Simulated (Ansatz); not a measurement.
Mg$_{3}$Cd$_{5}$O$_{8}$

Input file:

```
crystal:
  lattice:
    - [-4.5219910205, 4.5219910205, 0.0]
    - [-4.5219910205, 0.0, 4.5219910205]
    - [0.0269863959, 4.5489774164, 4.5489774164]
  atoms:
    - { symbol: Mg, position: [0.0, 0.0, 0.0] }
    - { symbol: Mg, position: [0.5, 0.0, 0.0] }
    - { symbol: Mg, position: [0.0, 0.5, 0.0] }
    - { symbol: Cd, position: [0.0, 0.0, 0.5] }
    - { symbol: Cd, position: [0.5, 0.5, 0.0] }
    - { symbol: Cd, position: [0.5, 0.0, 0.5] }
    - { symbol: Cd, position: [0.0, 0.5, 0.5] }
    - { symbol: Cd, position: [0.5, 0.5, 0.5] }
    - { symbol: O, position: [0.7499663504, 0.7499663504, 0.7720367195] }
    - { symbol: O, position: [0.2280305797, 0.7499663504, 0.7720367195] }
    - { symbol: O, position: [0.7499663504, 0.2280305797, 0.7720367195] }
    - { symbol: O, position: [0.7588727421, 0.7588727421, 0.2233817737] }
    - { symbol: O, position: [0.2411272579, 0.2411272579, 0.7766182263] }
    - { symbol: O, position: [0.2500336496, 0.7719694203, 0.2279632805] }
    - { symbol: O, position: [0.7719694203, 0.2500336496, 0.2279632805] }
    - { symbol: O, position: [0.2500336496, 0.2500336496, 0.2279632805] }
basis:
  ecutwfc: 420
kpoints:
  mp_grid: { grid: [9, 9, 9] }
  band_path: { path: [[0.0, 0.0, 0.0], [0.05, 0.0, 0.0]], npoints: 1 }
hamiltonian:
  xc: pbesol
scf:
  occupations: { method: gaussian, width: 0.01 }
  n_extra_bands: 11
output:
  forces: true
  stress: true
  eigenvalues: true
  write_density: true
  write_potential: true
  elf: true
  volumetric_format: npy
```

Run with:

```sh
ansatz run input.yaml --threads 4 --pin off --max-ram 10240MiB --backend cpu --events-out ev --progress --plain --runs-dir out
```

Below, planes, directions and counts refer to the conventional cell (a = 6.40 Å, b = 6.40 Å, c = 15.80 Å, α = 90.00°, β = 90.00°, γ = 120.00°).

Space group R-3m; a generated structure, not necessarily the stable one.

All numbers below come from DFT PBEsol, scalar-relativistic, plane waves, PAW (Ansatz 0.2.0).

> Predict the valence pseudo-density and electron localisation function between the atoms.

Mg–O (2.17 Å): ρ is about 0.29 e/Å³ halfway; the ELF peaks at about 0.85 in the valence shell of O, 0.6 Å from its nucleus, and is about 0.30 at the midpoint (an ionic contact with no shared pair).
Cd–O (2.37 Å): ρ at the midpoint is about 0.35 e/Å³; the ELF is about 0.10 at the midpoint; no shared electron pair shows on this line.

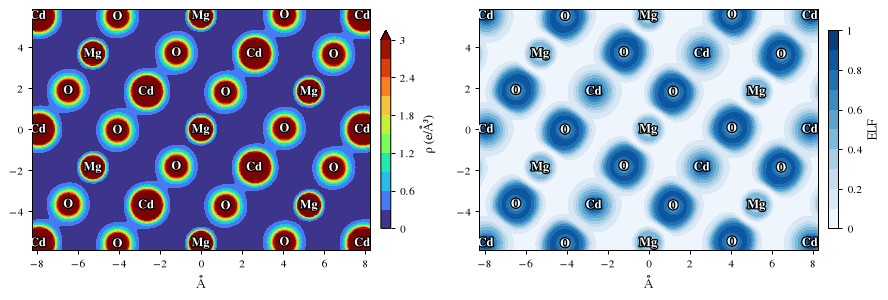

Computed valence pseudo-density and electron localisation function on the (110) plane of the conventional cell, in this order. 

In a PAW calculation such maps are meaningful between the atoms, not at the nuclei.
